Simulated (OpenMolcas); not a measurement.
Multiconfigurational calculation for Cr²⁺ complex (part 2 of 2)

The same run, continued: Cr²⁺ with 6 ligands (F; octahedron, 2.306 Å), embedded in CsCaF3 by model potentials and point charges, whose field is part of the energies. Method: state-averaged CASSCF, active space 4 electrons in the shell 3d, basis ANO-RCC-VDZP on the metal and ANO-RCC-VDZP on the ligands, DKH2 scalar Hamiltonian, spin-orbit coupling by RASSI with atomic mean-field integrals (OpenMolcas).

## Output (extracts), continued
```
--- RASSI ---
SPIN-FREE ENERGIES:
  (Shifted by EMIN (a.u.) =      -1648.8572992618)

 SF State       Relative EMIN(au)   Rel lowest level(eV)    D:o, cm**(-1)

     1             0.0000000000        0.0000000000              0.0000
     2             0.0000000000        0.0000000000              0.0000
     3             0.0237340515        0.6458364433           5209.0222
     4             0.0237340515        0.6458364433           5209.0222
     5             0.0237340515        0.6458364433           5209.0222
     6             0.0737727306        2.0074582656          16191.2428
     7             0.0737727306        2.0074582656          16191.2428
     8             0.0737727306        2.0074582656          16191.2428
     9             0.0899929978        2.4488342236          19751.1800
    10             0.0899929978        2.4488342236          19751.1800
    11             0.0943586622        2.5676300016          20709.3326
    12             0.0943586622        2.5676300016          20709.3326
    13             0.0943586622        2.5676300016          20709.3326
    14             0.0964736952        2.6251829814          21173.5287
    15             0.0964736952        2.6251829814          21173.5287
    16             0.0964736952        2.6251829814          21173.5287
    17             0.1038964879        2.8271674623          22802.6434
    18             0.1094933119        2.9794648010          24031.0043
    19             0.1145514667        3.1171042067          25141.1409
    20             0.1145514667        3.1171042067          25141.1409
    21             0.1145514667        3.1171042067          25141.1409
    51             0.1177994848        3.2054872794          25853.9985
    52             0.1177994848        3.2054872794          25853.9985
    53             0.1177994848        3.2054872794          25853.9985
    22             0.1192393834        3.2446689164          26170.0197
    23             0.1192393834        3.2446689164          26170.0197
    24             0.1192393834        3.2446689164          26170.0197
    54             0.1200090523        3.2656126741          26338.9425
    55             0.1200090523        3.2656126741          26338.9425
    25             0.1207891088        3.2868390939          26510.1451
    26             0.1207891088        3.2868390939          26510.1451
    27             0.1263366673        3.4377958503          27727.6935
    28             0.1263366673        3.4377958503          27727.6935
    29             0.1263366673        3.4377958503          27727.6935
    56             0.1340112942        3.6466330874          29412.0794
    57             0.1342753052        3.6538171941          29470.0231
    58             0.1356374992        3.6908843815          29768.9901
    59             0.1356374992        3.6908843815          29768.9901
    60             0.1356374992        3.6908843815          29768.9901
    61             0.1404853558        3.8228012774          30832.9717
Eigenvalues of complex Hamiltonian:
   -----------------------------------
  (Shifted by EMIN (a.u.) =      -1648.8572992618)

 SO State       Relative EMIN(au)   Rel lowest level(eV)    D:o, cm**(-1)

     1            -0.0001470400        0.0000000000              0.0000
     2            -0.0001141985        0.0008936634              7.2079
     3            -0.0001141985        0.0008936634              7.2079
     4            -0.0001141985        0.0008936634              7.2079
     5            -0.0000814132        0.0017857979             14.4034
     6            -0.0000814132        0.0017857979             14.4034
     7            -0.0000523023        0.0025779458             20.7925
     8            -0.0000523023        0.0025779458             20.7925
     9            -0.0000523023        0.0025779458             20.7925
    10            -0.0000230720        0.0033733425             27.2078
    11             0.0231469595        0.6338620177           5112.4420
    12             0.0231469595        0.6338620177           5112.4420
    13             0.0231469595        0.6338620177           5112.4420
    14             0.0231681419        0.6344384199           5117.0910
    15             0.0231681419        0.6344384199           5117.0910
    16             0.0231681419        0.6344384199           5117.0910
    17             0.0231954577        0.6351817227           5123.0861
    18             0.0239943904        0.6569217879           5298.4315
    19             0.0239943904        0.6569217879           5298.4315
    20             0.0239943904        0.6569217879           5298.4315
    21             0.0240068656        0.6572612563           5301.1695
    22             0.0240068656        0.6572612563           5301.1695
    23             0.0245354453        0.6716446427           5417.1794
    24             0.0245354453        0.6716446427           5417.1794
    25             0.0245354453        0.6716446427           5417.1794
    26             0.0732157947        1.9963044330          16101.2811
    27             0.0735157545        2.0044667536          16167.1147
    28             0.0735157545        2.0044667540          16167.1147
    29             0.0735157545        2.0044667539          16167.1147
    30             0.0738781488        2.0143280045          16246.6510
    31             0.0738781488        2.0143280050          16246.6510
    32             0.0738781488        2.0143280047          16246.6510
    33             0.0739117654        2.0152427581          16254.0290
    34             0.0739117653        2.0152427575          16254.0290
    35             0.0899130275        2.4506592819          19765.9001
    36             0.0899130275        2.4506592818          19765.9001
    37             0.0899130275        2.4506592819          19765.9001
    38             0.0899253278        2.4509939900          19768.5997
    39             0.0899253278        2.4509939900          19768.5997
    40             0.0899253278        2.4509939900          19768.5997
    41             0.0926085283        2.5240075966          20357.4942
Weights of the five most important spin-orbit-free states for each spin-orbit state.

 SO State  Total energy (au)           Spin-free states, spin, and weights
 -------------------------------------------------------------------------------------------------------
    1        -0.000147       1 2.0  0.4978    2 2.0  0.4978    4 2.0  0.0012    5 2.0  0.0012    3 2.0  0.0012
    2        -0.000114       2 2.0  0.7445    1 2.0  0.2523    5 2.0  0.0012    3 2.0  0.0010    4 2.0  0.0005
    3        -0.000114       2 2.0  0.7489    1 2.0  0.2479    5 2.0  0.0013    3 2.0  0.0009    4 2.0  0.0005
    4        -0.000114       1 2.0  0.9950    2 2.0  0.0018    4 2.0  0.0017    3 2.0  0.0008    5 2.0  0.0002
    5        -0.000081       2 2.0  0.4990    1 2.0  0.4990    4 2.0  0.0008    3 2.0  0.0005    5 2.0  0.0003
    6        -0.000081       2 2.0  0.4990    1 2.0  0.4990    5 2.0  0.0008    3 2.0  0.0006    4 2.0  0.0003
    7        -0.000052       2 2.0  0.9971    1 2.0  0.0018    5 2.0  0.0004    3 2.0  0.0003    4 2.0  0.0001
    8        -0.000052       1 2.0  0.7145    2 2.0  0.2843    5 2.0  0.0004    4 2.0  0.0003    3 2.0  0.0001
    9        -0.000052       1 2.0  0.7820    2 2.0  0.2169    4 2.0  0.0004    3 2.0  0.0004    6 1.0  0.0000
   10        -0.000023       1 2.0  0.4999    2 2.0  0.4999   38 1.0  0.0000   40 1.0  0.0000   39 1.0  0.0000
   11         0.023147       5 2.0  0.4995    3 2.0  0.2722    4 2.0  0.2276    1 2.0  0.0003    2 2.0  0.0001
   12         0.023147       4 2.0  0.4901    3 2.0  0.3107    5 2.0  0.1985    2 2.0  0.0003   12 1.0  0.0001
```

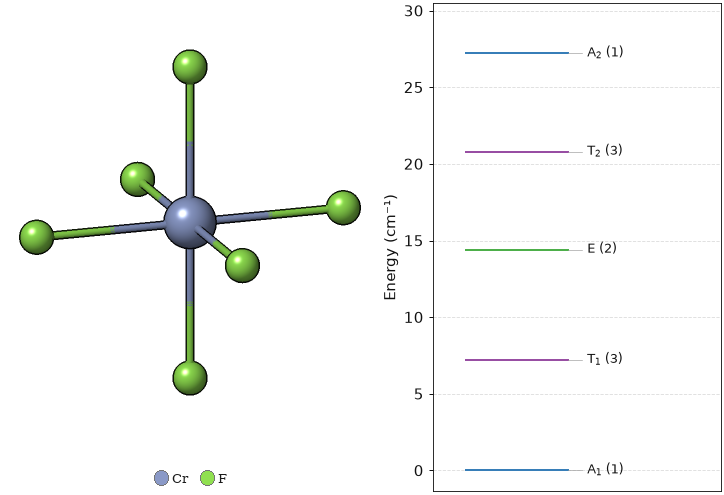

*Cr²⁺ (3d⁴) as a dopant in CsCaF₃, a cluster with its 6 nearest F⁻ at 2.306 Å (octahedron) embedded in model potentials and point charges; the geometry was set, not optimised, and its levels. Labels give the representation in O, Td, D4 or D3 as the site allows (double group for half-integer spin) where it could be assigned and, in brackets, the degeneracy; spin-free states, where drawn, share the zero of the spin-orbit levels.*

The ground level is A₁, non-degenerate, 100 % from states of spin multiplicity 5. The next level lies at 7.2 cm⁻¹ (T₁). The active orbitals hold 96 to 99 % metal character (Löwdin), and the Mulliken charge of the metal is +1.71.

## Results in brief

- outcome: converged
- energy of the lowest spin-free term: −1648.85730 hartree
- energy of the lowest spin-orbit level: −1648.85745 hartree
- largest spread among components of a term: 0.0 cm⁻¹
- hardware: 1 thread of Arm Neoverse V2, 24 GiB of memory available, shared host
- wall time: 36 s
- peak memory: 0.18 GiB

## Remarks

Without dynamic correlation the splittings between terms come out too large, often by 20 to 50 %. Caveats: orbital doublet at a regular site, Jahn-Teller distortion not allowed for; small active space favours high spin, ground spin may be wrong; the geometry is set by hand, with no relaxation.
